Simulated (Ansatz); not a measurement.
# triplet SiH3F: levels of theory compared

Aim: a comparison of 6 runs (UCAM-B3LYP/STO-3G, UMP2/STO-3G, UBCCD(T)/STO-3G, UCCSDTQ/STO-3G, UCCSD(T)/STO-3G, FCI/STO-3G) of triplet SiH3F. 

The results are computed with Ansatz 0.2.0.

57 further runs of the same task are left out: 2 that didn't finish, 55 set aside as unsound or not needed.

## (1) The structure to begin with

SiH3F has 5 atoms, charge 0, and is taken as a triplet. SMILES of the parent species: `F[SiH3]`. Geometry: relaxed at PBE0-D4/def2-TZVP. That shape belongs to the parent species and isn't relaxed for this state.

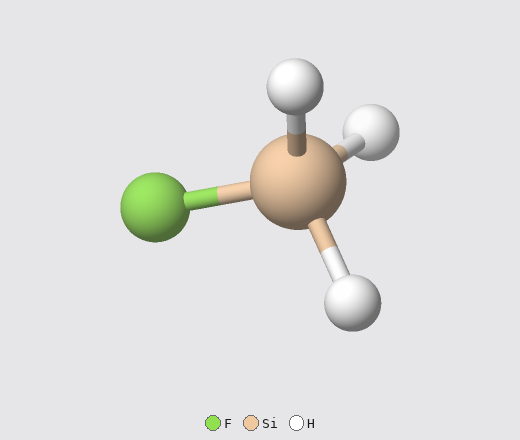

Viewed from a chosen angle; fluorine green, silicon light orange, hydrogen white.

## (2) A single-point energy at UCAM-B3LYP/STO-3G (run 1)

job.yaml reads:

```yaml
crystal:
  periodic: [false, false, false]
  atoms:
    - {symbol: F, position_ang: [-1.274600, 0.162800, 0.858000]}
    - {symbol: Si, position_ang: [0.043300, -0.019300, -0.030700]}
    - {symbol: H, position_ang: [-0.367800, -0.192600, -1.443700]}
    - {symbol: H, position_ang: [0.768600, -1.217900, 0.451600]}
    - {symbol: H, position_ang: [0.880500, 1.193400, 0.123400]}
basis:
  gaussian:
    orbitals: STO-3G
magnetization:
  spin_polarized: true
  initial_magnetization: 2
hamiltonian:
  xc: {name: CAM-B3LYP}
accuracy: high
```

Run with:

```
$ ansatz run job.yaml --threads 1 --pin off --max-ram 2610MiB --events-out events.jsonl --progress --plain --runs-dir runs
```

The log of the run:

```text
Warning: RAYON_NUM_THREADS=1 ignored (pool sized by the plan → 1); use --threads N
Functional definition: CAM-B3LYP
  name "CAM-B3LYP"
  parameter alpha = 0.19
  parameter beta = 0.46
  parameter omega = 0.33/bohr
  parameter ac = 0.81
  exchange = (1 - alpha - beta)*b88_x + beta*b88_x_sr(omega) + alpha*exact_x + beta*exact_x_lr(omega)
  correlation = (1 - ac)*vwn5_c + ac*lyp_c
291 factors; integrals over basis functions are off by at most 3.3e-8 eV
138 factors; integrals over basis functions are off by at most 5.8e-10 eV
mean field evaluation 1: about -10498.9926 eV, gradient 8.0e0 eV
mean field evaluation 2: about -10499.7592 eV, gradient 4.0e0 eV
mean field evaluation 4: about -10500.0679 eV, gradient 1.2e0 eV
mean field evaluation 8: about -10500.2633 eV, gradient 6.3e-2 eV
mean field evaluation 16: about -10500.2634 eV, gradient 4.7e-4 eV
mean field evaluation 32: about -10500.2640 eV, gradient 2.2e-8 eV
mean field evaluation 64: about -10500.2640 eV, gradient 1.1e-4 eV
mean field -10500.26402872 eV, -385.8775857210 hartree, gradient 1.5e-8 eV, S^2 2.002047; 4 other end points of the search recorded, 0 dependent functions left out
reference -10500.26403991 eV, -385.8775861322 hartree; 14, 12 occupied and 3, 5 virtual orbitals, 291 factors
Total energy: -10500.26403991 eV, -385.8775861322 hartree
```

It took 16 s on 1 thread of Intel Xeon Platinum 8259CL at 2.50GHz (Skylake/Cascade Lake), shared host; peak memory 0.14 GiB.

## (3) A single-point energy at UMP2/STO-3G (run 2)

molecule.yaml reads:

```yaml
crystal:
  periodic: [false, false, false]
  atoms:
    - {symbol: F, position_ang: [-1.274600, 0.162800, 0.858000]}
    - {symbol: Si, position_ang: [0.043300, -0.019300, -0.030700]}
    - {symbol: H, position_ang: [-0.367800, -0.192600, -1.443700]}
    - {symbol: H, position_ang: [0.768600, -1.217900, 0.451600]}
    - {symbol: H, position_ang: [0.880500, 1.193400, 0.123400]}
basis:
  gaussian: {orbitals: STO-3G}
magnetization: {spin_polarized: true, initial_magnetization: 2}
correlation: {method: mp2, frozen_orbitals: {F: 1, H: 0, Si: 5}}
accuracy: high
```

Run with:

```
$ ansatz run molecule.yaml --threads 1 --pin off --max-ram 2610MiB --events-out events.jsonl --progress --plain --runs-dir runs
```

The log of the run, cut to the lines that bear on the results:

```text
Warning: RAYON_NUM_THREADS=1 ignored (pool sized by the plan → 1); use --threads N
Functional definition: HF
  name "HF"
[...]
291 factors; integrals over basis functions are off by at most 3.3e-8 eV
[...]
mean field -10476.89522066 eV, -385.0187978646 hartree, gradient 2.5e-8 eV, S^2 2.001638; 8 other end points of the search recorded, 0 dependent functions left out
6 core orbitals not correlated: weight in the atoms' cores, before any rotation towards them, 1.000 or more for the frozen orbitals, at most 0.000 for the correlated occupied ones
reference -10476.89522066 eV, -385.0187978646 hartree; 8, 6 occupied and 3, 5 virtual orbitals, 291 factors
second order -1.02642808 eV of doubles, -0.00000000 eV of singles
Total energy: -10477.92164874 eV, -385.0565184008 hartree
```

Run time: 0.78 s. Hardware: 1 thread of Intel Xeon Platinum 8259CL at 2.50GHz (Skylake/Cascade Lake), shared host.

Runs 3 to 5 aren't shown in full; the table further down has their settings and results.

## (4) The energy at FCI/STO-3G (run 6)

job.yaml: that of step 2 with these lines changed.

```diff
@@ -11,2 +11,5 @@
     orbitals: STO-3G
+correlation:
+  method: fci
+  frozen_orbitals: {F: 1, H: 0, Si: 5}
 magnetization:
@@ -14,4 +17,2 @@
   initial_magnetization: 2
-hamiltonian:
-  xc: {name: CAM-B3LYP}
 accuracy: high
```

Run with:

```
$ ansatz run job.yaml --threads 1 --pin off --max-ram 2610MiB --events-out events.jsonl --progress --plain --runs-dir runs
```

The log of the run, cut to the lines that bear on the results:

```text
Warning: RAYON_NUM_THREADS=1 ignored (pool sized by the plan → 1); use --threads N
[... 2 set-up lines as earlier in the session ...]
[...]
291 factors; integrals over basis functions are off by at most 3.3e-8 eV
[...]
mean field -10476.89522066 eV, -385.0187978646 hartree, gradient 2.5e-8 eV, S^2 2.001638; 8 other end points of the search recorded, 0 dependent functions left out
determinant -10476.89522066 eV, -385.0187978646 hartree, with singles and doubles -10478.52854789 eV, -385.0788215332 hartree
determinant -10476.89520720 eV, -385.0187973699 hartree, with singles and doubles -10478.52852045 eV, -385.0788205249 hartree
determinant -10476.89522066 eV, -385.0187978646 hartree, with singles and doubles -10478.53318985 eV, -385.0789921220 hartree
determinant -10476.89520720 eV, -385.0187973699 hartree, with singles and doubles -10478.53315945 eV, -385.0789910049 hartree
6 core orbitals not correlated: weight in the atoms' cores, before any rotation towards them, 1.000 or more for the frozen orbitals, at most 0.000 for the correlated occupied ones
reference -10476.88677775 eV, -385.0184875935 hartree; 8, 6 occupied and 3, 5 virtual orbitals, 291 factors
state -10478.57203290 eV, -385.0804195779 hartree
Total energy: -10478.57203290 eV, -385.0804195779 hartree
```

Wall time 1.8 s (1 thread of Intel Xeon Platinum 8259CL at 2.50GHz (Skylake/Cascade Lake), shared host).

## (5) The series

```tsv
run	level	frozen core orbitals	energy (Eh)	⟨S²⟩	wall time
1	UCAM-B3LYP/STO-3G	–	-385.877586	2.002	16 s
2	UMP2/STO-3G	6	-385.056518	2.002	0.78 s
3	UBCCD(T)/STO-3G	6	-385.079731	2.002	1.1 s
4	UCCSDTQ/STO-3G	6	-385.080425	2.002	76 s
5	UCCSD(T)/STO-3G	6	-385.079661	2.002	0.96 s
6	FCI/STO-3G	6	-385.080420	–	1.8 s
```

## (6) What came out

```
                                          quantity          value
                               run 6: total energy  -385.08042 Eh
run 6: correlation energy (6 core orbitals frozen)      -61.9 mEh
```

In words: Against full CI in this basis: UMP2 +23.9 mEh; UBCCD(T) +0.7 mEh; UCCSDTQ -0.0 mEh; UCCSD(T) +0.8 mEh. In runs 1, 2, 3, 4, 5, 6 the basis is minimal, so the values are rough. All runs together took 97 s, the longest 76 s.
